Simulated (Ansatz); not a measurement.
Hypothetical P-3m1 In2O3: pressure series

Consider In2O3 (space group P-3m1, No. 164; a = 3.4191 Å, c = 6.0937 Å; a hypothetical phase, not in the database extracts checked).

Cell and atoms are relaxed at each pressure.

Calculations: PBEsol, PAW, 420 eV (Ansatz, a quantum-chemistry and plane-wave program; scalar-relativistic without spin-orbit coupling).

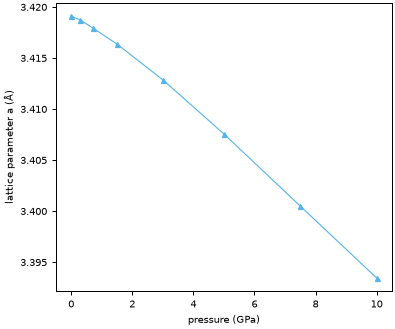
*Lattice parameter a against pressure*

Problem. From the plot, what is the lattice parameter a for pressure 5 GPa?

Solution. About 3.408 Å.

Problem. Is the trend monotonic over the range shown?

Solution. Yes, it falls throughout, spanning 3.393 Å to 3.419 Å.

Load acts through the strain it causes; cell and atoms are relaxed under it. No phonon test of stability was made. No other phases were tried under pressure. The base started in P3m1 and relaxed to P-3m1 at this level.
